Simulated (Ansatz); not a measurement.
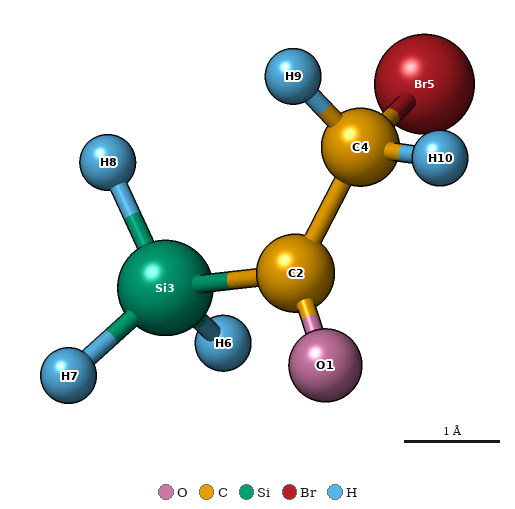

The structure as given in the input (ball-and-stick view, seen at a tilt; atoms are numbered from 1 in the order of the input).

## C2H5BrOSi: molecular dynamics (part 1 of 2)

C2H5BrOSi, SMILES O=C([SiH3])CBr, computed with RKS revPBE-d3bj/6-31G* (Ansatz 0.2.0).

The geometry comes from this level: PBE0-D4/def2-TZVP. Figures and captions count atoms from 1; the log counts them from 0 in places.

### The input
```yaml
crystal:
  periodic: [false, false, false]
  atoms:
    - {symbol: O, position_ang: [-0.380774, -1.382823, -1.341818]}
    - {symbol: C, position_ang: [-0.122829, -0.459316, -0.610719]}
    - {symbol: Si, position_ang: [0.475794, -0.807612, 1.199613]}
    - {symbol: C, position_ang: [-0.280716, 0.962210, -1.104280]}
    - {symbol: Br, position_ang: [-1.398955, 1.921150, 0.157532]}
    - {symbol: H, position_ang: [-0.706828, -1.112434, 2.039880]}
    - {symbol: H, position_ang: [1.361458, -1.993304, 1.111838]}
    - {symbol: H, position_ang: [1.217303, 0.353804, 1.753001]}
    - {symbol: H, position_ang: [0.678544, 1.480882, -1.121254]}
    - {symbol: H, position_ang: [-0.759798, 0.986243, -2.080792]}
basis:
  gaussian: {orbitals: "6-31G*"}
hamiltonian: {xc: {name: revPBE}, dispersion: d3bj}
md: {timestep: 0.5 fs, n_steps: 20, ensemble: nvt_nose_hoover, temperature: 300, initial_velocities: maxwell_boltzmann, seed: 734}
```

Launched with:
```bash
ansatz run in.yaml --threads 4 --pin off --events-out ev --progress --plain --max-ram 10444MiB
```

### What the program printed
```
Functional definition: revPBE
  name "revPBE"
  cite "Zhang & Yang, Phys. Rev. Lett. 80, 890 (1998) doi:10.1103/PhysRevLett.80.890"
  cite "Perdew, Burke & Ernzerhof, Phys. Rev. Lett. 77, 3865 (1996) doi:10.1103/PhysRevLett.77.3865"
  parameter kappa = 1.245
  parameter beta = 0.06672455060314922
  exchange = pbe_x(kappa = kappa, mu = beta*pi^2/3)
  correlation = pbe_c(beta = beta)
1245 factors; their error is unknown
mean field evaluation 1: about -82102.8758 eV, gradient 5.0e1 eV
mean field evaluation 2: about -82070.5345 eV, gradient 1.2e2 eV
mean field evaluation 4: about -82107.9240 eV, gradient 1.3e1 eV
mean field evaluation 8: about -82108.3256 eV, gradient 1.1e-1 eV
mean field evaluation 16: about -82108.2396 eV, gradient 4.3e-4 eV
mean field -82108.23961075 eV, -3017.4221507313 hartree, gradient 3.2e-5 eV, S^2 0.000000; 0 other end points of the search recorded, 0 dependent functions left out
the calculation of the forces begins
reference -82108.23965240 eV, -3017.4221522621 hartree; 37, 37 occupied and 72, 72 virtual orbitals, 1245 factors
md step     0: t =     0.00 fs  T =   300.0 K  F+E_penalty+E_count = -82108.87205833 eV  E_kin = 0.310224 eV  conserved = -82108.56183433 eV  (28 SCF iters)
these checks for a lower state are left out or cut short: starts, cluster_reference, orbital_swaps, neighbouring_geometries, increment
1245 factors; their error is unknown
mean field -82108.24719359 eV, -3017.4224293954 hartree, gradient 1.4e-5 eV, S^2 0.000000; 0 other end points of the search recorded, 0 dependent functions left out
[... from here on the field's lines of each further geometry are left out, up to the last ...]
md step     1: t =     0.50 fs  T =   306.7 K  F+E_penalty+E_count = -82108.87890048 eV  E_kin = 0.317113 eV  conserved = -82108.56178743 eV  (33 SCF iters)
md step     2: t =     1.00 fs  T =   300.8 K  F+E_penalty+E_count = -82108.87262291 eV  E_kin = 0.311042 eV  conserved = -82108.56158026 eV  (33 SCF iters)
md step     3: t =     1.50 fs  T =   285.1 K  F+E_penalty+E_count = -82108.85612767 eV  E_kin = 0.294833 eV  conserved = -82108.56129404 eV  (33 SCF iters)
md step     4: t =     2.00 fs  T =   263.7 K  F+E_penalty+E_count = -82108.83366591 eV  E_kin = 0.272663 eV  conserved = -82108.56100256 eV  (33 SCF iters)
md step     5: t =     2.50 fs  T =   240.7 K  F+E_penalty+E_count = -82108.80967729 eV  E_kin = 0.248921 eV  conserved = -82108.56075775 eV  (33 SCF iters)
md step     6: t =     3.00 fs  T =   219.9 K  F+E_penalty+E_count = -82108.78795650 eV  E_kin = 0.227377 eV  conserved = -82108.56058548 eV  (32 SCF iters)
md step     7: t =     3.50 fs  T =   203.8 K  F+E_penalty+E_count = -82108.77120258 eV  E_kin = 0.210722 eV  conserved = -82108.56049370 eV  (32 SCF iters)
md step     8: t =     4.00 fs  T =   193.8 K  F+E_penalty+E_count = -82108.76085922 eV  E_kin = 0.200402 eV  conserved = -82108.56047964 eV  (33 SCF iters)
md step     9: t =     4.50 fs  T =   190.2 K  F+E_penalty+E_count = -82108.75714124 eV  E_kin = 0.196642 eV  conserved = -82108.56053440 eV  (33 SCF iters)
md step    10: t =     5.00 fs  T =   192.0 K  F+E_penalty+E_count = -82108.75918065 eV  E_kin = 0.198590 eV  conserved = -82108.56064233 eV  (32 SCF iters)
md step    11: t =     5.50 fs  T =   197.8 K  F+E_penalty+E_count = -82108.76528685 eV  E_kin = 0.204579 eV  conserved = -82108.56077932 eV  (33 SCF iters)
md step    12: t =     6.00 fs  T =   205.5 K  F+E_penalty+E_count = -82108.77334170 eV  E_kin = 0.212524 eV  conserved = -82108.56091405 eV  (32 SCF iters)
md step    13: t =     6.50 fs  T =   213.2 K  F+E_penalty+E_count = -82108.78131479 eV  E_kin = 0.220428 eV  conserved = -82108.56101165 eV  (32 SCF iters)
md step    14: t =     7.00 fs  T =   219.4 K  F+E_penalty+E_count = -82108.78780088 eV  E_kin = 0.226910 eV  conserved = -82108.56104936 eV  (32 SCF iters)
md step    15: t =     7.50 fs  T =   223.9 K  F+E_penalty+E_count = -82108.79234947 eV  E_kin = 0.231512 eV  conserved = -82108.56103223 eV  (32 SCF iters)
md step    16: t =     8.00 fs  T =   226.8 K  F+E_penalty+E_count = -82108.79534465 eV  E_kin = 0.234575 eV  conserved = -82108.56100527 eV  (33 SCF iters)
md step    17: t =     8.50 fs  T =   228.8 K  F+E_penalty+E_count = -82108.79734417 eV  E_kin = 0.236600 eV  conserved = -82108.56102419 eV  (29 SCF iters)
md step    18: t =     9.00 fs  T =   229.6 K  F+E_penalty+E_count = -82108.79822776 eV  E_kin = 0.237435 eV  conserved = -82108.56111914 eV  (32 SCF iters)
md step    19: t =     9.50 fs  T =   228.1 K  F+E_penalty+E_count = -82108.79676358 eV  E_kin = 0.235883 eV  conserved = -82108.56125695 eV  (32 SCF iters)
the calculation of the forces begins
reference -82108.16646045 eV, -3017.4194625075 hartree; 37, 37 occupied and 72, 72 virtual orbitals, 1245 factors
1245 factors; their error is unknown
mean field evaluation 192: about -82108.2502 eV, gradient 3.5e-2 eV
mean field -82108.16641863 eV, -3017.4194609706 hartree, gradient 2.7e-5 eV, S^2 0.000000; 1 other end points of the search recorded, 0 dependent functions left out
the calculation of the forces begins
reference -82108.16646045 eV, -3017.4194625075 hartree; 37, 37 occupied and 72, 72 virtual orbitals, 1245 factors
md step    20: t =    10.00 fs  T =   222.6 K  F+E_penalty+E_count = -82108.79110256 eV  E_kin = 0.230179 eV  conserved = -82108.56135138 eV  (30 SCF iters)
```

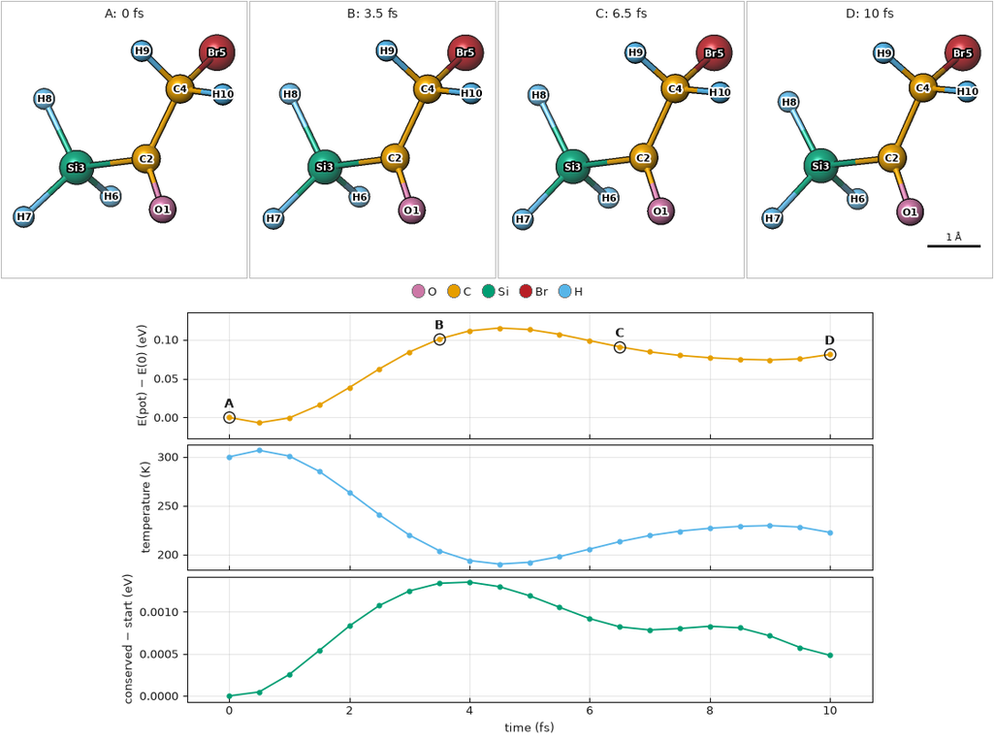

Frames of the molecular dynamics (ball-and-stick, seen at a tilt) above the curves, on which the letters mark them. The trajectory kept here has 21 frames over 10 fs. The temperature starts at 300 K, ranges from 190 to 307 K and averages 217 K over the second half. The potential energy ends 0.081 eV above its first value. The conserved quantity stays within 0.0014 eV. After an unweighted best fit of the last frame on the first, the root-mean-square displacement is 0.08 Å, and H8 has moved furthest (0.16 Å).

```
Total energy: -82108.79114438 eV, -3017.4424192184 hartree
Atom 0 at    -0.426163    -1.419534    -1.361167 Å, force     0.334759     1.258964     0.831319 eV/Å
Atom 1 at    -0.117816    -0.446066    -0.642114 Å, force    -0.103885    -1.566063    -0.192846 eV/Å
Atom 2 at     0.491234    -0.786310     1.220405 Å, force    -1.193213    -1.044370    -0.526946 eV/Å
Atom 3 at    -0.203655     0.969694    -1.147938 Å, force    -1.254169    -0.177458     0.138272 eV/Å
Atom 4 at    -1.407607     1.919637     0.165448 Å, force     0.419941    -0.005557    -0.327611 eV/Å
Atom 5 at    -0.751069    -1.159656     2.026204 Å, force     0.374837     0.060545    -0.281032 eV/Å
Atom 6 at     1.319912    -2.018729     1.019028 Å, force     0.165835     0.100877     0.217653 eV/Å
Atom 7 at     1.144426     0.300797     1.933544 Å, force     0.554687     0.619559     0.238422 eV/Å
Atom 8 at     0.768973     1.421518    -1.161251 Å, force     0.800467     0.737774     0.181009 eV/Å
Atom 9 at    -0.693474     1.033330    -2.120266 Å, force    -0.099258     0.015729    -0.278240 eV/Å
Dipole moment:     0.308880     0.298165    -0.015843 e Å
```

### Trajectory as extended XYZ (Å, eV, eV/Å), 21 frames, from step=0 to step=20
```
10
Properties=species:S:1:pos:R:3:forces:R:3 step=0 time_fs=0.0 energy=-82108.87206 temperature=300.0
O    -0.3808   -1.3828   -1.3418   -0.4475  -1.5783  -1.2398
C    -0.1228   -0.4593   -0.6107    0.3851   0.8484   0.9928
Si    0.4758   -0.8076    1.1996    0.0625   0.0850   0.0766
C    -0.2807    0.9622   -1.1043    0.1223   0.1462  -0.1555
Br   -1.3990    1.9211    0.1575   -0.4443   0.4281   0.4352
H    -0.7068   -1.1124    2.0399   -0.1943  -0.0820   0.1550
H     1.3615   -1.9933    1.1118    0.1515  -0.2167   0.0048
H     1.2173    0.3538    1.7530    0.1471   0.1837   0.1525
H     0.6785    1.4809   -1.1213    0.3517   0.1858  -0.0518
H    -0.7598    0.9862   -2.0808   -0.1341  -0.0003  -0.3698
10
Properties=species:S:1:pos:R:3:forces:R:3 step=1 time_fs=0.5 energy=-82108.87890 temperature=306.7
O    -0.3829   -1.3843   -1.3424   -0.4180  -1.4516  -1.1472
C    -0.1229   -0.4575   -0.6133    0.3824   0.6839   0.9915
Si    0.4761   -0.8071    1.2005    0.3018   0.3506   0.1174
C    -0.2778    0.9610   -1.1057    0.4579   0.3944  -0.0964
Br   -1.3994    1.9210    0.1579   -0.3875   0.4009   0.3916
H    -0.7043   -1.1126    2.0358   -0.2619  -0.1028   0.2005
H     1.3587   -1.9976    1.1043    0.1379  -0.1668   0.0229
H     1.2224    0.3703    1.7722   -0.0272  -0.1237  -0.0036
H     0.6953    1.4802   -1.1253   -0.0166   0.0129  -0.0247
H    -0.7565    0.9892   -2.0794   -0.1689   0.0022  -0.4520
10
Properties=species:S:1:pos:R:3:forces:R:3 step=2 time_fs=1.0 energy=-82108.87262 temperature=300.8
O    -0.3851   -1.3860   -1.3432   -0.3785  -1.2915  -1.0284
C    -0.1229   -0.4556   -0.6156    0.3690   0.4872   0.9608
Si    0.4763   -0.8066    1.2013    0.5143   0.5732   0.1554
C    -0.2747    0.9598   -1.1071    0.7490   0.6234  -0.0723
Br   -1.3998    1.9209    0.1583   -0.3314   0.3744   0.3485
H    -0.7024   -1.1130    2.0321   -0.3176  -0.1200   0.2376
H     1.3563   -2.0022    1.0968    0.1184  -0.1094   0.0418
H     1.2275    0.3865    1.7915   -0.1802  -0.3990  -0.1484
H     0.7120    1.4795   -1.1294   -0.3579  -0.1419   0.0022
H    -0.7537    0.9921   -2.0792   -0.1850   0.0036  -0.4972
10
Properties=species:S:1:pos:R:3:forces:R:3 step=3 time_fs=1.5 energy=-82108.85613 temperature=285.1
O    -0.3873   -1.3878   -1.3441   -0.3304  -1.1033  -0.8878
C    -0.1228   -0.4535   -0.6178    0.3459   0.2642   0.9048
Si    0.4767   -0.8060    1.2022    0.6917   0.7481   0.1895
C    -0.2716    0.9588   -1.1085    0.9722   0.8224  -0.0880
Br   -1.4002    1.9207    0.1586   -0.2762   0.3485   0.3059
H    -0.7013   -1.1137    2.0290   -0.3581  -0.1329   0.2639
H     1.3541   -2.0072    1.0894    0.0945  -0.0469   0.0615
H     1.2321    0.4018    1.8104   -0.3087  -0.6357  -0.2781
H     0.7278    1.4786   -1.1335   -0.6509  -0.2677   0.0282
H    -0.7512    0.9950   -2.0801   -0.1801   0.0033  -0.4999
10
Properties=species:S:1:pos:R:3:forces:R:3 step=4 time_fs=2.0 energy=-82108.83367 temperature=263.7
O    -0.3896   -1.3899   -1.3451   -0.2753  -0.8933  -0.7307
C    -0.1227   -0.4514   -0.6198    0.3141   0.0217   0.8279
Si    0.4771   -0.8054    1.2031    0.8290   0.8753   0.2200
C    -0.2682    0.9580   -1.1100    1.1160   0.9857  -0.1432
Br   -1.4007    1.9206    0.1590   -0.2220   0.3236   0.2641
H    -0.7010   -1.1147    2.0266   -0.3806  -0.1409   0.2777
H     1.3522   -2.0122    1.0821    0.0682   0.0179   0.0815
H     1.2360    0.4155    1.8286   -0.4122  -0.8317  -0.3907
H     0.7421    1.4769   -1.1376   -0.8830  -0.3588   0.0531
H    -0.7492    0.9979   -2.0822   -0.1542   0.0006  -0.4597
10
Properties=species:S:1:pos:R:3:forces:R:3 step=5 time_fs=2.5 energy=-82108.80968 temperature=240.7
O    -0.3920   -1.3920   -1.3463   -0.2152  -0.6680  -0.5624
C    -0.1225   -0.4493   -0.6216    0.2753  -0.2326   0.7351
Si    0.4775   -0.8047    1.2040    0.9238   0.9576   0.2480
C    -0.2646    0.9573   -1.1114    1.1775   1.1102  -0.2327
Br   -1.4011    1.9205    0.1594   -0.1691   0.2995   0.2230
H    -0.7016   -1.1160    2.0248   -0.3838  -0.1436   0.2778
H     1.3505   -2.0172    1.0750    0.0411   0.0826   0.1016
H     1.2389    0.4273    1.8459   -0.4914  -0.9878  -0.4856
H     0.7543    1.4744   -1.1415   -1.0483  -0.4131   0.0762
H    -0.7476    1.0009   -2.0854   -0.1099  -0.0050  -0.3811
```
